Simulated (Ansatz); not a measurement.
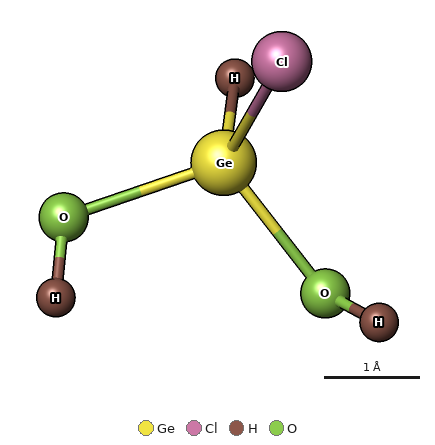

Figure 1. The structure as given in the input (ball-and-stick view, seen on its broad side). Sticks mark near contacts. Bond lengths as drawn: Cl–Ge 2.15 Å, Ge–H 1.52 Å, Ge–O 1.75 to 1.79 Å and H–O 0.94 to 0.96 Å.

**Molecular dynamics, with input and output: GeH$_{3}$ClO$_{2}$ (part 1 of 3)**

GeH$_{3}$ClO$_{2}$, computed with RHF/def2-SVP (Ansatz 0.2.0).

It belongs to a series of runs on one base structure; here: dynamics from the last frame of an earlier run.

### The program's output
```
Engine: ansatz 0.2.0, x86_64-unknown-linux-gnu
Functional definition: HF
  exchange = exact_x
  correlation = 0
948 factors; integrals over basis functions are off by at most 3.4e-4 eV
mean field evaluation 1: about -73083.2961 eV, gradient 4.5e1 eV
mean field evaluation 2: about -73083.3339 eV, gradient 4.5e1 eV
mean field evaluation 4: about -73087.1679 eV, gradient 2.6e0 eV
mean field evaluation 8: about -73087.1960 eV, gradient 1.2e-4 eV
mean field -73087.19601739 eV, -2685.9049133585 hartree, gradient 1.3e-5 eV, S^2 0.000000; 0 other end points of the search recorded, 0 dependent functions left out
the calculation of the forces begins
reference -73087.19601739 eV, -2685.9049133585 hartree; 34, 34 occupied and 59, 59 virtual orbitals, 948 factors
md step     0: t =     0.00 fs  T =   100.0 K  F+E_penalty+E_count = -73087.19601739 eV  E_kin = 0.064630 eV  conserved = -73087.13138739 eV  (33 SCF iters)
these checks for a lower state are left out or cut short: starts, cluster_reference, orbital_swaps, neighbouring_geometries, increment
948 factors; integrals over basis functions are off by at most 3.4e-4 eV
mean field evaluation 16: about -73087.1922 eV, gradient 1.9e-3 eV
mean field -73087.19222940 eV, -2685.9047741522 hartree, gradient 2.6e-5 eV, S^2 0.000000; 0 other end points of the search recorded, 0 dependent functions left out
the calculation of the forces begins
reference -73087.19222940 eV, -2685.9047741522 hartree; 34, 34 occupied and 59, 59 virtual orbitals, 948 factors
md step     1: t =     0.50 fs  T =    94.2 K  F+E_penalty+E_count = -73087.19222940 eV  E_kin = 0.060912 eV  conserved = -73087.13131783 eV  (36 SCF iters)
[... from here on the SCF iterations and repeated set-up lines of each step are left out, up to the last step ...]
md step     2: t =     1.00 fs  T =    88.6 K  F+E_penalty+E_count = -73087.18852759 eV  E_kin = 0.057277 eV  conserved = -73087.13125029 eV  (36 SCF iters)
md step     3: t =     1.50 fs  T =    84.8 K  F+E_penalty+E_count = -73087.18597768 eV  E_kin = 0.054777 eV  conserved = -73087.13120083 eV  (35 SCF iters)
md step     4: t =     2.00 fs  T =    83.8 K  F+E_penalty+E_count = -73087.18536295 eV  E_kin = 0.054183 eV  conserved = -73087.13118032 eV  (27 SCF iters)
md step     5: t =     2.50 fs  T =    86.4 K  F+E_penalty+E_count = -73087.18700840 eV  E_kin = 0.055816 eV  conserved = -73087.13119286 eV  (27 SCF iters)
md step     6: t =     3.00 fs  T =    92.0 K  F+E_penalty+E_count = -73087.19071520 eV  E_kin = 0.059480 eV  conserved = -73087.13123499 eV  (27 SCF iters)
md step     7: t =     3.50 fs  T =    99.8 K  F+E_penalty+E_count = -73087.19581760 eV  E_kin = 0.064522 eV  conserved = -73087.13129590 eV  (35 SCF iters)
md step     8: t =     4.00 fs  T =   108.3 K  F+E_penalty+E_count = -73087.20135798 eV  E_kin = 0.069999 eV  conserved = -73087.13135907 eV  (36 SCF iters)
md step     9: t =     4.50 fs  T =   116.0 K  F+E_penalty+E_count = -73087.20635188 eV  E_kin = 0.074947 eV  conserved = -73087.13140523 eV  (36 SCF iters)
md step    10: t =     5.00 fs  T =   121.7 K  F+E_penalty+E_count = -73087.21008701 eV  E_kin = 0.078668 eV  conserved = -73087.13141872 eV  (36 SCF iters)
md step    11: t =     5.50 fs  T =   125.3 K  F+E_penalty+E_count = -73087.21236574 eV  E_kin = 0.080972 eV  conserved = -73087.13139339 eV  (36 SCF iters)
md step    12: t =     6.00 fs  T =   127.3 K  F+E_penalty+E_count = -73087.21359370 eV  E_kin = 0.082256 eV  conserved = -73087.13133741 eV  (36 SCF iters)
md step    13: t =     6.50 fs  T =   129.0 K  F+E_penalty+E_count = -73087.21464547 eV  E_kin = 0.083373 eV  conserved = -73087.13127290 eV  (35 SCF iters)
md step    14: t =     7.00 fs  T =   132.0 K  F+E_penalty+E_count = -73087.21652003 eV  E_kin = 0.085292 eV  conserved = -73087.13122819 eV  (36 SCF iters)
md step    15: t =     7.50 fs  T =   137.2 K  F+E_penalty+E_count = -73087.21990505 eV  E_kin = 0.088680 eV  conserved = -73087.13122551 eV  (36 SCF iters)
md step    16: t =     8.00 fs  T =   144.8 K  F+E_penalty+E_count = -73087.22483846 eV  E_kin = 0.093568 eV  conserved = -73087.13127009 eV  (35 SCF iters)
md step    17: t =     8.50 fs  T =   153.6 K  F+E_penalty+E_count = -73087.23062969 eV  E_kin = 0.099282 eV  conserved = -73087.13134737 eV  (35 SCF iters)
md step    18: t =     9.00 fs  T =   161.9 K  F+E_penalty+E_count = -73087.23608285 eV  E_kin = 0.104653 eV  conserved = -73087.13142971 eV  (35 SCF iters)
md step    19: t =     9.50 fs  T =   167.8 K  F+E_penalty+E_count = -73087.23991886 eV  E_kin = 0.108430 eV  conserved = -73087.13148911 eV  (35 SCF iters)
md step    20: t =    10.00 fs  T =   169.7 K  F+E_penalty+E_count = -73087.24121028 eV  E_kin = 0.109703 eV  conserved = -73087.13150763 eV  (35 SCF iters)
md step    21: t =    10.50 fs  T =   167.4 K  F+E_penalty+E_count = -73087.23966497 eV  E_kin = 0.108183 eV  conserved = -73087.13148203 eV  (34 SCF iters)
md step    22: t =    11.00 fs  T =   161.3 K  F+E_penalty+E_count = -73087.23568307 eV  E_kin = 0.104261 eV  conserved = -73087.13142223 eV  (35 SCF iters)
md step    23: t =    11.50 fs  T =   153.0 K  F+E_penalty+E_count = -73087.23020683 eV  E_kin = 0.098861 eV  conserved = -73087.13134622 eV  (36 SCF iters)
md step    24: t =    12.00 fs  T =   144.2 K  F+E_penalty+E_count = -73087.22444057 eV  E_kin = 0.093167 eV  conserved = -73087.13127401 eV  (35 SCF iters)
md step    25: t =    12.50 fs  T =   136.6 K  F+E_penalty+E_count = -73087.21953278 eV  E_kin = 0.088310 eV  conserved = -73087.13122304 eV  (36 SCF iters)
md step    26: t =    13.00 fs  T =   131.7 K  F+E_penalty+E_count = -73087.21629660 eV  E_kin = 0.085092 eV  conserved = -73087.13120491 eV  (35 SCF iters)
md step    27: t =    13.50 fs  T =   129.7 K  F+E_penalty+E_count = -73087.21502373 eV  E_kin = 0.083800 eV  conserved = -73087.13122341 eV  (35 SCF iters)
md step    28: t =    14.00 fs  T =   130.2 K  F+E_penalty+E_count = -73087.21542477 eV  E_kin = 0.084151 eV  conserved = -73087.13127363 eV  (36 SCF iters)
md step    29: t =    14.50 fs  T =   132.1 K  F+E_penalty+E_count = -73087.21671031 eV  E_kin = 0.085368 eV  conserved = -73087.13134219 eV  (36 SCF iters)
md step    30: t =    15.00 fs  T =   133.7 K  F+E_penalty+E_count = -73087.21780627 eV  E_kin = 0.086397 eV  conserved = -73087.13140938 eV  (35 SCF iters)
md step    31: t =    15.50 fs  T =   133.4 K  F+E_penalty+E_count = -73087.21766689 eV  E_kin = 0.086213 eV  conserved = -73087.13145375 eV  (35 SCF iters)
md step    32: t =    16.00 fs  T =   130.2 K  F+E_penalty+E_count = -73087.21561189 eV  E_kin = 0.084153 eV  conserved = -73087.13145848 eV  (35 SCF iters)
md step    33: t =    16.50 fs  T =   124.0 K  F+E_penalty+E_count = -73087.21158263 eV  E_kin = 0.080163 eV  conserved = -73087.13141913 eV  (35 SCF iters)
md step    34: t =    17.00 fs  T =   115.8 K  F+E_penalty+E_count = -73087.20620398 eV  E_kin = 0.074856 eV  conserved = -73087.13134761 eV  (36 SCF iters)
md step    35: t =    17.50 fs  T =   107.3 K  F+E_penalty+E_count = -73087.20058976 eV  E_kin = 0.069319 eV  conserved = -73087.13127074 eV  (35 SCF iters)
md step    36: t =    18.00 fs  T =   100.1 K  F+E_penalty+E_count = -73087.19592845 eV  E_kin = 0.064709 eV  conserved = -73087.13121942 eV  (35 SCF iters)
md step    37: t =    18.50 fs  T =    95.6 K  F+E_penalty+E_count = -73087.19300929 eV  E_kin = 0.061795 eV  conserved = -73087.13121460 eV  (35 SCF iters)
md step    38: t =    19.00 fs  T =    93.8 K  F+E_penalty+E_count = -73087.19190299 eV  E_kin = 0.060646 eV  conserved = -73087.13125696 eV  (36 SCF iters)
md step    39: t =    19.50 fs  T =    93.8 K  F+E_penalty+E_count = -73087.19195212 eV  E_kin = 0.060626 eV  conserved = -73087.13132659 eV  (34 SCF iters)
md step    40: t =    20.00 fs  T =    93.9 K  F+E_penalty+E_count = -73087.19207303 eV  E_kin = 0.060679 eV  conserved = -73087.13139366 eV  (34 SCF iters)
md step    41: t =    20.50 fs  T =    92.5 K  F+E_penalty+E_count = -73087.19121625 eV  E_kin = 0.059785 eV  conserved = -73087.13143157 eV  (34 SCF iters)
md step    42: t =    21.00 fs  T =    88.7 K  F+E_penalty+E_count = -73087.18877874 eV  E_kin = 0.057351 eV  conserved = -73087.13142734 eV  (34 SCF iters)
md step    43: t =    21.50 fs  T =    82.7 K  F+E_penalty+E_count = -73087.18481326 eV  E_kin = 0.053430 eV  conserved = -73087.13138368 eV  (34 SCF iters)
md step    44: t =    22.00 fs  T =    75.3 K  F+E_penalty+E_count = -73087.17999394 eV  E_kin = 0.048679 eV  conserved = -73087.13131527 eV  (34 SCF iters)
md step    45: t =    22.50 fs  T =    68.3 K  F+E_penalty+E_count = -73087.17539199 eV  E_kin = 0.044150 eV  conserved = -73087.13124221 eV  (34 SCF iters)
md step    46: t =    23.00 fs  T =    63.4 K  F+E_penalty+E_count = -73087.17215981 eV  E_kin = 0.040976 eV  conserved = -73087.13118407 eV  (35 SCF iters)
md step    47: t =    23.50 fs  T =    62.0 K  F+E_penalty+E_count = -73087.17121947 eV  E_kin = 0.040064 eV  conserved = -73087.13115547 eV  (27 SCF iters)
md step    48: t =    24.00 fs  T =    64.8 K  F+E_penalty+E_count = -73087.17302652 eV  E_kin = 0.041863 eV  conserved = -73087.13116372 eV  (27 SCF iters)
md step    49: t =    24.50 fs  T =    71.6 K  F+E_penalty+E_count = -73087.17745139 eV  E_kin = 0.046244 eV  conserved = -73087.13120773 eV  (27 SCF iters)
md step    50: t =    25.00 fs  T =    81.3 K  F+E_penalty+E_count = -73087.18379750 eV  E_kin = 0.052520 eV  conserved = -73087.13127792 eV  (35 SCF iters)
md step    51: t =    25.50 fs  T =    92.2 K  F+E_penalty+E_count = -73087.19095592 eV  E_kin = 0.059598 eV  conserved = -73087.13135743 eV  (36 SCF iters)
md step    52: t =    26.00 fs  T =   102.5 K  F+E_penalty+E_count = -73087.19767433 eV  E_kin = 0.066249 eV  conserved = -73087.13142564 eV  (35 SCF iters)
md step    53: t =    26.50 fs  T =   110.5 K  F+E_penalty+E_count = -73087.20288666 eV  E_kin = 0.071424 eV  conserved = -73087.13146273 eV  (35 SCF iters)
md step    54: t =    27.00 fs  T =   115.4 K  F+E_penalty+E_count = -73087.20602078 eV  E_kin = 0.074564 eV  conserved = -73087.13145680 eV  (34 SCF iters)
md step    55: t =    27.50 fs  T =   117.2 K  F+E_penalty+E_count = -73087.20717753 eV  E_kin = 0.075767 eV  conserved = -73087.13141007 eV  (36 SCF iters)
md step    56: t =    28.00 fs  T =   117.2 K  F+E_penalty+E_count = -73087.20708985 eV  E_kin = 0.075749 eV  conserved = -73087.13134040 eV  (36 SCF iters)
md step    57: t =    28.50 fs  T =   116.9 K  F+E_penalty+E_count = -73087.20684064 eV  E_kin = 0.075564 eV  conserved = -73087.13127627 eV  (36 SCF iters)
md step    58: t =    29.00 fs  T =   117.9 K  F+E_penalty+E_count = -73087.20742329 eV  E_kin = 0.076179 eV  conserved = -73087.13124469 eV  (36 SCF iters)
md step    59: t =    29.50 fs  T =   120.8 K  F+E_penalty+E_count = -73087.20932629 eV  E_kin = 0.078067 eV  conserved = -73087.13125889 eV  (35 SCF iters)
md step    60: t =    30.00 fs  T =   125.4 K  F+E_penalty+E_count = -73087.21233128 eV  E_kin = 0.081020 eV  conserved = -73087.13131176 eV  (35 SCF iters)
md step    61: t =    30.50 fs  T =   130.3 K  F+E_penalty+E_count = -73087.21561916 eV  E_kin = 0.084239 eV  conserved = -73087.13138006 eV  (35 SCF iters)
md step    62: t =    31.00 fs  T =   134.1 K  F+E_penalty+E_count = -73087.21812461 eV  E_kin = 0.086689 eV  conserved = -73087.13143579 eV  (35 SCF iters)
md step    63: t =    31.50 fs  T =   135.4 K  F+E_penalty+E_count = -73087.21896686 eV  E_kin = 0.087508 eV  conserved = -73087.13145841 eV  (35 SCF iters)
md step    64: t =    32.00 fs  T =   133.6 K  F+E_penalty+E_count = -73087.21777367 eV  E_kin = 0.086332 eV  conserved = -73087.13144121 eV  (35 SCF iters)
md step    65: t =    32.50 fs  T =   129.0 K  F+E_penalty+E_count = -73087.21479397 eV  E_kin = 0.083403 eV  conserved = -73087.13139112 eV  (35 SCF iters)
md step    66: t =    33.00 fs  T =   123.0 K  F+E_penalty+E_count = -73087.21079662 eV  E_kin = 0.079472 eV  conserved = -73087.13132417 eV  (35 SCF iters)
md step    67: t =    33.50 fs  T =   116.9 K  F+E_penalty+E_count = -73087.20682448 eV  E_kin = 0.075565 eV  conserved = -73087.13125923 eV  (36 SCF iters)
md step    68: t =    34.00 fs  T =   112.5 K  F+E_penalty+E_count = -73087.20389678 eV  E_kin = 0.072684 eV  conserved = -73087.13121313 eV  (36 SCF iters)
md step    69: t =    34.50 fs  T =   110.7 K  F+E_penalty+E_count = -73087.20274049 eV  E_kin = 0.071543 eV  conserved = -73087.13119728 eV  (36 SCF iters)
md step    70: t =    35.00 fs  T =   112.0 K  F+E_penalty+E_count = -73087.20360600 eV  E_kin = 0.072390 eV  conserved = -73087.13121594 eV  (36 SCF iters)
md step    71: t =    35.50 fs  T =   115.9 K  F+E_penalty+E_count = -73087.20619784 eV  E_kin = 0.074932 eV  conserved = -73087.13126556 eV  (36 SCF iters)
md step    72: t =    36.00 fs  T =   121.3 K  F+E_penalty+E_count = -73087.20973229 eV  E_kin = 0.078397 eV  conserved = -73087.13133499 eV  (35 SCF iters)
md step    73: t =    36.50 fs  T =   126.4 K  F+E_penalty+E_count = -73087.21311654 eV  E_kin = 0.081709 eV  conserved = -73087.13140713 eV  (36 SCF iters)
md step    74: t =    37.00 fs  T =   129.6 K  F+E_penalty+E_count = -73087.21522294 eV  E_kin = 0.083761 eV  conserved = -73087.13146193 eV  (36 SCF iters)
md step    75: t =    37.50 fs  T =   129.5 K  F+E_penalty+E_count = -73087.21520488 eV  E_kin = 0.083723 eV  conserved = -73087.13148166 eV  (36 SCF iters)
md step    76: t =    38.00 fs  T =   125.8 K  F+E_penalty+E_count = -73087.21277125 eV  E_kin = 0.081314 eV  conserved = -73087.13145724 eV  (36 SCF iters)
md step    77: t =    38.50 fs  T =   119.0 K  F+E_penalty+E_count = -73087.20832052 eV  E_kin = 0.076927 eV  conserved = -73087.13139370 eV  (36 SCF iters)
md step    78: t =    39.00 fs  T =   110.7 K  F+E_penalty+E_count = -73087.20285544 eV  E_kin = 0.071545 eV  conserved = -73087.13131073 eV  (35 SCF iters)
md step    79: t =    39.50 fs  T =   102.8 K  F+E_penalty+E_count = -73087.19767071 eV  E_kin = 0.066433 eV  conserved = -73087.13123737 eV  (36 SCF iters)
md step    80: t =    40.00 fs  T =    97.0 K  F+E_penalty+E_count = -73087.19390585 eV  E_kin = 0.062706 eV  conserved = -73087.13119978 eV  (34 SCF iters)
md step    81: t =    40.50 fs  T =    94.3 K  F+E_penalty+E_count = -73087.19214284 eV  E_kin = 0.060933 eV  conserved = -73087.13120979 eV  (36 SCF iters)
md step    82: t =    41.00 fs  T =    94.3 K  F+E_penalty+E_count = -73087.19222484 eV  E_kin = 0.060965 eV  conserved = -73087.13125955 eV  (35 SCF iters)
md step    83: t =    41.50 fs  T =    96.0 K  F+E_penalty+E_count = -73087.19337500 eV  E_kin = 0.062049 eV  conserved = -73087.13132604 eV  (35 SCF iters)
md step    84: t =    42.00 fs  T =    97.7 K  F+E_penalty+E_count = -73087.19454933 eV  E_kin = 0.063167 eV  conserved = -73087.13138235 eV  (35 SCF iters)
md step    85: t =    42.50 fs  T =    98.2 K  F+E_penalty+E_count = -73087.19485519 eV  E_kin = 0.063447 eV  conserved = -73087.13140823 eV  (36 SCF iters)
md step    86: t =    43.00 fs  T =    96.7 K  F+E_penalty+E_count = -73087.19386652 eV  E_kin = 0.062469 eV  conserved = -73087.13139713 eV  (35 SCF iters)
md step    87: t =    43.50 fs  T =    93.4 K  F+E_penalty+E_count = -73087.19173608 eV  E_kin = 0.060381 eV  conserved = -73087.13135523 eV  (35 SCF iters)
md step    88: t =    44.00 fs  T =    89.4 K  F+E_penalty+E_count = -73087.18910626 eV  E_kin = 0.057809 eV  conserved = -73087.13129721 eV  (36 SCF iters)
md step    89: t =    44.50 fs  T =    86.1 K  F+E_penalty+E_count = -73087.18688226 eV  E_kin = 0.055642 eV  conserved = -73087.13124070 eV  (36 SCF iters)
md step    90: t =    45.00 fs  T =    84.7 K  F+E_penalty+E_count = -73087.18595345 eV  E_kin = 0.054752 eV  conserved = -73087.13120162 eV  (35 SCF iters)
md step    91: t =    45.50 fs  T =    86.3 K  F+E_penalty+E_count = -73087.18693826 eV  E_kin = 0.055747 eV  conserved = -73087.13119101 eV  (35 SCF iters)
md step    92: t =    46.00 fs  T =    91.0 K  F+E_penalty+E_count = -73087.19000557 eV  E_kin = 0.058792 eV  conserved = -73087.13121328 eV  (35 SCF iters)
md step    93: t =    46.50 fs  T =    98.3 K  F+E_penalty+E_count = -73087.19480394 eV  E_kin = 0.063539 eV  conserved = -73087.13126531 eV  (35 SCF iters)
md step    94: t =    47.00 fs  T =   107.0 K  F+E_penalty+E_count = -73087.20051321 eV  E_kin = 0.069177 eV  conserved = -73087.13133643 eV  (35 SCF iters)
md step    95: t =    47.50 fs  T =   115.4 K  F+E_penalty+E_count = -73087.20601706 eV  E_kin = 0.074607 eV  conserved = -73087.13140977 eV  (36 SCF iters)
md step    96: t =    48.00 fs  T =   121.8 K  F+E_penalty+E_count = -73087.21017305 eV  E_kin = 0.078708 eV  conserved = -73087.13146540 eV  (36 SCF iters)
md step    97: t =    48.50 fs  T =   124.8 K  F+E_penalty+E_count = -73087.21212782 eV  E_kin = 0.080643 eV  conserved = -73087.13148526 eV  (36 SCF iters)
md step    98: t =    49.00 fs  T =   124.0 K  F+E_penalty+E_count = -73087.21159452 eV  E_kin = 0.080134 eV  conserved = -73087.13146021 eV  (36 SCF iters)
```
